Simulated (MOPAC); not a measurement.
## Frequency calculation of SiN$_{2}$H$_{5}$ (part 2 of 2)

The same run, continued: SiN$_{2}$H$_{5}$, multiplicity 2, SMILES N[SiH]N; PM6-D3H4X, unrestricted, dispersion D3H4X (MOPAC 23.2.5). The geometry was optimised with PM6-D3H4X.

Geometry of the input (Å):
```
N  -1.1070  0.8092  -0.7755
Si 0.3217  0.4079  0.0596
N  1.1046  -1.0779  0.3407
H  -1.8146  1.4637  -0.4289
H  -1.3487  0.4254  -1.6902
H  0.4649  1.2701  1.2341
H  1.2386  -1.7871  -0.3814
H  1.5019  -1.3601  1.2416
```

### What the program printed, continued
```
           1   -0.0773    0.5649   -0.4667   -0.2347    0.2276   -0.0094   -0.0093    0.0102
           2    0.1283   -0.0683   -0.0116   -0.0015    0.0051   -0.0037   -0.1421    0.1430
           3    0.1385   -0.0690   -0.0074    0.0035   -0.0037   -0.0001   -0.1384    0.1380
           4   -0.1087   -0.1625    0.6364    0.0257   -0.0009    0.0626   -0.0052   -0.0021
           5   -0.0481    0.3671    0.2817    0.0113    0.0020   -0.1415   -0.0023    0.0047
           6   -0.0001    0.0935    0.0000   -0.0003   -0.0005   -0.0987   -0.0000    0.0078
           7    0.0430   -0.3292   -0.3224   -0.1589   -0.1568    0.0091   -0.1115   -0.1126
           8   -0.1434   -0.4641   -0.3376   -0.1728   -0.1650    0.0045    0.0887    0.0885
           9   -0.1384   -0.0689    0.0073   -0.0031   -0.0038   -0.0001    0.1385    0.1383
          10    0.1285    0.0583   -0.1574    0.3960   -0.3955    0.0018    0.3075   -0.3086
          11   -0.0359    0.0265    0.0291   -0.1799    0.1798   -0.0040    0.3002   -0.3021
          12   -0.0586    0.0275    0.0217   -0.1820    0.1839   -0.0049    0.2894   -0.2916
          13   -0.1760    0.2529   -0.1160    0.3982   -0.4012    0.0028   -0.2640    0.2612
          14   -0.0032    0.0588   -0.0022    0.1849   -0.1874    0.0008    0.2495   -0.2479
          15   -0.0821    0.0211   -0.0070    0.1715   -0.1716   -0.0025    0.2452   -0.2432
          16    0.8101   -0.0597    0.0193   -0.0001   -0.0038   -0.3332   -0.0020    0.0013
          17    0.3585    0.1349    0.0085    0.0001    0.0086    0.7529   -0.0009   -0.0030
          18   -0.0001   -0.0766    0.0000   -0.0003    0.0060    0.5367   -0.0000   -0.0018
          19   -0.1207   -0.2135   -0.0796    0.4048    0.4085   -0.0025    0.0072    0.0078
          20   -0.1282   -0.1477   -0.0844    0.1702    0.1710   -0.0016   -0.3632   -0.3601
          21    0.0822    0.0212    0.0070   -0.1711   -0.1716   -0.0025   -0.2452   -0.2431
          22    0.0598   -0.0588   -0.0843    0.1331    0.1329    0.0018    0.4290    0.4312
          23    0.1193   -0.0254   -0.1361    0.4142    0.4136   -0.0040    0.0258    0.0251
          24    0.0586    0.0275   -0.0217    0.1820    0.1838   -0.0049   -0.2894   -0.2914

   Root No.      17        18

                 8 A"     10 A'

                2869.0    2874.0

           1   -0.1158    0.1183
           2    0.0128   -0.0131
           3    0.0126   -0.0149
           4   -0.0165    0.0026
           5   -0.0073   -0.0059
           6    0.0005    0.0010
           7   -0.0685   -0.0698
           8   -0.0943   -0.0963
           9   -0.0132   -0.0147
          10    0.2209   -0.2195
          11    0.2838   -0.2819
          12    0.2747   -0.2723
          13    0.2592   -0.2615
          14   -0.3303    0.3313
          15   -0.3236    0.3254
          16    0.0053   -0.0001
          17    0.0021    0.0003
          18    0.0004   -0.0011
          19   -0.0704   -0.0693
          20    0.4145    0.4161
          21    0.3231    0.3253
          22    0.3589    0.3561
          23   -0.0277   -0.0271
          24   -0.2748   -0.2721

          DESCRIPTION OF VIBRATIONS

 VIBRATION          1    1A'         ATOM PAIR     ENERGY CONTRIBUTION    RADIAL
 FREQUENCY           160.71         N 1 -- Si2         +20.5% (171.8%)      0.7%
 TRANSITION DIPOLE   0.4305         Si2 -- N 3         +20.5% (171.8%)      0.7%
 TRAVEL (Ang.)       0.3490         N 1 -- H 5         +15.3% (148.2%)      1.3%
 REDUCED MASS        3.4440         N 3 -- H 7         +15.3% (148.2%)      1.4%
 EFFECTIVE MASS     53.3826         N 1 -- H 4         +10.1% (120.5%)     72.5%
 FORCE CONSTANT      0.0524         N 3 -- H 8         +10.1% (120.5%)     72.2%

 VIBRATION          2    1A"         ATOM PAIR     ENERGY CONTRIBUTION    RADIAL
 FREQUENCY           187.46         N 1 -- H 4         +25.9% (126.4%)      0.0%
 TRANSITION DIPOLE   0.0562         N 3 -- H 8         +25.9% (126.4%)      0.0%
 TRAVEL (Ang.)       0.0000         N 1 -- H 5         +23.3% (119.9%)      0.0%
 REDUCED MASS        0.2477         N 3 -- H 7         +23.3% (119.9%)      0.1%
 EFFECTIVE MASS      1.2425
 FORCE CONSTANT      0.0051

 VIBRATION          3    2A'         ATOM PAIR     ENERGY CONTRIBUTION    RADIAL
 FREQUENCY           197.78         N 1 -- Si2         +16.9% (168.8%)      0.0%
 TRANSITION DIPOLE   0.1974         Si2 -- N 3         +16.9% (168.8%)      0.0%
 TRAVEL (Ang.)       0.4963         N 3 -- H 7         +16.2% (165.3%)     18.1%
 REDUCED MASS        1.3841         N 1 -- H 5         +16.2% (165.3%)     18.5%
 EFFECTIVE MASS     49.4923         N 1 -- H 4         +14.7% (157.6%)     22.8%
 FORCE CONSTANT      0.0319         N 3 -- H 8         +14.7% (157.6%)     23.2%

 VIBRATION          4    3A'         ATOM PAIR     ENERGY CONTRIBUTION    RADIAL
 FREQUENCY           442.71         Si2 -- H 6         +38.1% ( 83.3%)      0.2%
 TRANSITION DIPOLE   0.2555         N 3 -- H 8         +15.5% ( 53.1%)      0.0%
 TRAVEL (Ang.)       0.5064         N 1 -- H 4         +15.5% ( 53.1%)      0.0%
 REDUCED MASS        0.5939         N 1 -- H 5         +14.0% ( 50.5%)      1.2%
 EFFECTIVE MASS      2.1918         N 3 -- H 7         +14.0% ( 50.5%)      1.1%
 FORCE CONSTANT      0.0686

 VIBRATION          5    2A"         ATOM PAIR     ENERGY CONTRIBUTION    RADIAL
 FREQUENCY           576.48         N 3 -- H 7         +22.0% ( 91.4%)      8.1%
 TRANSITION DIPOLE   0.0235         N 1 -- H 5         +22.0% ( 91.4%)      8.1%
 TRAVEL (Ang.)       0.7211         N 3 -- H 8         +22.0% ( 91.4%)      6.4%
 REDUCED MASS        0.2250         N 1 -- H 4         +22.0% ( 91.4%)      6.4%
 EFFECTIVE MASS      3.0373
 FORCE CONSTANT      0.0440

 VIBRATION          6    4A'         ATOM PAIR     ENERGY CONTRIBUTION    RADIAL
 FREQUENCY           652.10         N 1 -- H 5         +23.4% ( 86.1%)      2.2%
 TRANSITION DIPOLE   0.7669         N 3 -- H 7         +23.4% ( 86.1%)      2.2%
 TRAVEL (Ang.)       0.4212         N 1 -- H 4         +18.8% ( 77.2%)     30.6%
 REDUCED MASS        0.5828         N 3 -- H 8         +18.8% ( 77.2%)     30.5%
 EFFECTIVE MASS      6.1697
 FORCE CONSTANT      0.1460

 VIBRATION          7    3A"         ATOM PAIR     ENERGY CONTRIBUTION    RADIAL
 FREQUENCY           660.36         N 1 -- H 5         +27.2% ( 48.7%)      0.1%
 TRANSITION DIPOLE   0.6053         N 3 -- H 7         +27.2% ( 48.7%)      0.1%
 TRAVEL (Ang.)       0.4772         N 1 -- H 4         +19.9% ( 41.7%)      0.0%
 REDUCED MASS        0.4483         N 3 -- H 8         +19.9% ( 41.7%)      0.0%
 EFFECTIVE MASS      2.4297
 FORCE CONSTANT      0.1152

 VIBRATION          8    5A'         ATOM PAIR     ENERGY CONTRIBUTION    RADIAL
 FREQUENCY           698.85         N 1 -- H 5         +27.2% ( 45.8%)      0.1%
 TRANSITION DIPOLE   1.9967         N 3 -- H 7         +27.2% ( 45.8%)      0.1%
 TRAVEL (Ang.)       0.4615         N 3 -- H 8         +19.5% ( 38.9%)      0.0%
 REDUCED MASS        0.4531         N 1 -- H 4         +19.5% ( 38.9%)      0.0%
 EFFECTIVE MASS      2.6460
 FORCE CONSTANT      0.1304

 VIBRATION          9    4A"         ATOM PAIR     ENERGY CONTRIBUTION    RADIAL
 FREQUENCY           752.66         Si2 -- H 6         +58.5% ( 85.1%)      0.0%
 TRANSITION DIPOLE   0.5248         N 3 -- H 8          +9.1% ( 33.6%)      8.2%
 TRAVEL (Ang.)       0.3634         N 1 -- H 4          +9.1% ( 33.6%)      8.3%
 REDUCED MASS        0.6785         N 3 -- H 7          +7.1% ( 29.6%)     30.9%
 EFFECTIVE MASS      2.3854
 FORCE CONSTANT      0.2265

 VIBRATION         10    6A'         ATOM PAIR     ENERGY CONTRIBUTION    RADIAL
 FREQUENCY           801.71         Si2 -- N 3         +22.2% ( 81.4%)     71.0%
 TRANSITION DIPOLE   1.2686         N 1 -- Si2         +22.2% ( 81.4%)     71.0%
 TRAVEL (Ang.)       0.1479         N 3 -- H 8         +14.9% ( 66.6%)     11.0%
 REDUCED MASS        3.8441         N 1 -- H 4         +14.9% ( 66.6%)     11.0%
 EFFECTIVE MASS     17.2018         N 3 -- H 7         +12.1% ( 60.1%)     74.0%
 FORCE CONSTANT      1.4558         N 1 -- H 5         +12.1% ( 60.1%)     74.0%

 VIBRATION         11    5A"         ATOM PAIR     ENERGY CONTRIBUTION    RADIAL
 FREQUENCY          1003.68         Si2 -- N 3         +29.9% ( 80.9%)     93.4%
 TRANSITION DIPOLE   3.0624         N 1 -- Si2         +29.9% ( 80.9%)     93.4%
 TRAVEL (Ang.)       0.0921         Si2 -- H 6         +11.0% ( 49.0%)      0.0%
 REDUCED MASS        7.9230         N 1 -- H 5          +7.4% ( 40.3%)     28.4%
 EFFECTIVE MASS     20.0125
 FORCE CONSTANT      4.7025

 VIBRATION         12    6A"         ATOM PAIR     ENERGY CONTRIBUTION    RADIAL
 FREQUENCY          1606.33         N 3 -- H 8         +23.5% ( 41.6%)      4.4%
 TRANSITION DIPOLE   0.8052         N 1 -- H 4         +23.5% ( 41.6%)      4.4%
 TRAVEL (Ang.)       0.3843         N 1 -- H 5         +23.5% ( 41.6%)      4.1%
 REDUCED MASS        0.2842         N 3 -- H 7         +23.5% ( 41.6%)      4.1%
 EFFECTIVE MASS      1.9673
 FORCE CONSTANT      0.4321

 VIBRATION         13    7A'         ATOM PAIR     ENERGY CONTRIBUTION    RADIAL
 FREQUENCY          1613.01         N 1 -- H 5         +23.8% ( 41.4%)      3.8%
 TRANSITION DIPOLE   0.3473         N 3 -- H 7         +23.8% ( 41.4%)      3.8%
 TRAVEL (Ang.)       0.3880         N 1 -- H 4         +23.5% ( 41.1%)      4.3%
 REDUCED MASS        0.2777         N 3 -- H 8         +23.5% ( 41.1%)      4.3%
 EFFECTIVE MASS      1.8648
 FORCE CONSTANT      0.4256

 VIBRATION         14    8A'         ATOM PAIR     ENERGY CONTRIBUTION    RADIAL
 FREQUENCY          2102.39         Si2 -- H 6         +99.6% (100.0%)    100.0%
 TRANSITION DIPOLE   0.1722         N 1 -- Si2          +0.2% (  4.6%)     15.3%
 TRAVEL (Ang.)       0.1816         Si2 -- N 3          +0.2% (  4.6%)     15.3%
 REDUCED MASS        0.9724
 EFFECTIVE MASS      1.3390
 FORCE CONSTANT      2.5323

 VIBRATION         15    7A"         ATOM PAIR     ENERGY CONTRIBUTION    RADIAL
 FREQUENCY          2742.36         N 3 -- H 8         +28.5% ( 55.4%)     98.5%
 TRANSITION DIPOLE   0.4226         N 1 -- H 4         +28.5% ( 55.3%)     98.5%
 TRAVEL (Ang.)       0.3056         N 3 -- H 7         +21.1% ( 47.6%)     97.9%
 REDUCED MASS        0.2632         N 1 -- H 5         +21.1% ( 47.6%)     97.9%
 EFFECTIVE MASS      1.4944
 FORCE CONSTANT      1.1664

 VIBRATION         16    9A'         ATOM PAIR     ENERGY CONTRIBUTION    RADIAL
 FREQUENCY          2743.59         N 1 -- H 4         +28.9% ( 55.6%)     98.5%
 TRANSITION DIPOLE   1.2435         N 3 -- H 8         +28.9% ( 55.6%)     98.5%
 TRAVEL (Ang.)       0.3049         N 1 -- H 5         +20.8% ( 47.2%)     97.7%
 REDUCED MASS        0.2644         N 3 -- H 7         +20.8% ( 47.2%)     97.7%
 EFFECTIVE MASS      1.4981
 FORCE CONSTANT      1.1727

 VIBRATION         17    8A"         ATOM PAIR     ENERGY CONTRIBUTION    RADIAL
 FREQUENCY          2868.95         N 3 -- H 7         +29.2% ( 52.3%)     99.3%
 TRANSITION DIPOLE   1.0455         N 1 -- H 5         +29.2% ( 52.3%)     99.3%
 TRAVEL (Ang.)       0.3071         N 3 -- H 8         +20.6% ( 44.0%)     98.3%
 REDUCED MASS        0.2493         N 1 -- H 4         +20.6% ( 43.9%)     98.3%
 EFFECTIVE MASS      1.1823
 FORCE CONSTANT      1.2088

 VIBRATION         18   10A'         ATOM PAIR     ENERGY CONTRIBUTION    RADIAL
 FREQUENCY          2873.99         N 1 -- H 5         +29.5% ( 52.5%)     99.3%
 TRANSITION DIPOLE   0.5655         N 3 -- H 7         +29.5% ( 52.5%)     99.3%
 TRAVEL (Ang.)       0.3062         N 1 -- H 4         +20.3% ( 43.6%)     98.1%
 REDUCED MASS        0.2503         N 3 -- H 8         +20.3% ( 43.5%)     98.1%
 EFFECTIVE MASS      1.1906
 FORCE CONSTANT      1.2179

      SYMMETRY NUMBER FOR POINT-GROUP Cs  =  1

          SYSTEM IS A GROUND STATE

 job H5N2Si

          MOLECULE IS NOT LINEAR

          THERE ARE 18 GENUINE VIBRATIONS IN THIS SYSTEM
          THIS THERMODYNAMICS CALCULATION IS LIMITED TO
          MOLECULES WHICH HAVE NO INTERNAL ROTATIONS

                    CALCULATED THERMODYNAMIC PROPERTIES
                                          *
   TEMP. (K)   PARTITION FUNCTION   H.O.F.    ENTHALPY  HEAT CAPACITY ENTROPY
                                   KCAL/MOL   CAL/MOLE    CAL/K/MOL  CAL/K/MOL

 298.00  VIB.     0.7299D+01                  1757.3708    12.5706     9.8473
         ROT.     0.2612D+05                   888.2803     2.9808    23.1918
         INT.     0.1907D+06                  2645.6511    15.5514    33.0391
         TRA.     0.4622D+27                  1480.4672     4.9680    38.2491
         TOT.                       12.609    4126.1183    20.5194    71.2882

 298.00  VIB.     0.7299D+01                  1757.3708    12.5706     9.8473
         ROT.     0.2612D+05                   888.2803     2.9808    23.1918
         INT.     0.1907D+06                  2645.6511    15.5514    33.0391
         TRA.     0.4622D+27                  1480.4672     4.9680    38.2491
         TOT.                       12.609    4126.1183    20.5194    71.2882

 398.00  VIB.     0.2000D+02                  3187.0849    15.8638    13.9613
         ROT.     0.4032D+05                  1186.3609     2.9808    24.0543
         INT.     0.8066D+06                  4373.4458    18.8446    38.0156
         TRA.     0.7133D+27                  1977.2682     4.9680    39.6867
         TOT.                       14.833    6350.7141    23.8126    77.7023

   *: NOTE: HEATS OF FORMATION ARE RELATIVE TO THE
            ELEMENTS IN THEIR STANDARD STATE AT 298K
              (=  Standard Enthalpy of Formation).

            Hvib:  Zero-point energy is not included.
                   frequencies of less than zero cm-1 are not included.
            Hrot = (3/2)RT
            Htra = (3/2)RT + pV = (5/2)RT

            Heat capacity is Cp, not Cv

           FORCE CONSTANT IN CARTESIAN COORDINATES (Millidynes/A)

    ATOM   CHEMICAL       X               Y               Z
   NUMBER   SYMBOL  FORCE CONSTANT  FORCE CONSTANT  FORCE CONSTANT

      1       N        7.872177        3.275801        3.107919
      2      Si        7.554662        4.451811        1.429513
      3       N        5.311312        5.836689        3.107895
      4       H        1.896927        1.757162        1.660652
      5       H        1.867196        1.812432        1.733589
      6       H        0.545616        1.567672        0.821512
      7       H        0.676123        3.003493        1.733600
      8       H        3.006902        0.647236        1.660603

 *                    *
 * JOB ENDED NORMALLY *
 *                    *

 TOTAL JOB TIME:             0.13 SECONDS

 == MOPAC DONE ==
```

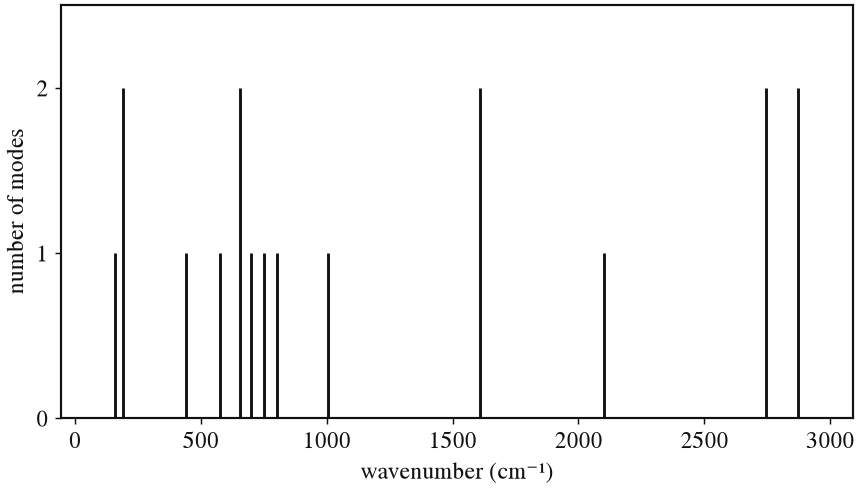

Fig. 1: Harmonic vibrational wavenumbers from the force constants; neighbouring modes closer than 12 cm⁻¹ are counted in one stick. 18 modes from 161 to 2874 cm⁻¹, none imaginary.

### Results in brief

```tsv
quantity	value
outcome	converged
heat of formation	12.61 kcal/mol
basis functions	22
zero-point energy	0.051681 hartree
wavenumbers, lowest and highest	161 and 2874 cm⁻¹
hardware	1 thread of Arm Neoverse V2, 24 GiB of memory available, shared host
peak memory	0.086 GiB
```

### Remarks

MOPAC's energies along a path are heats of formation.
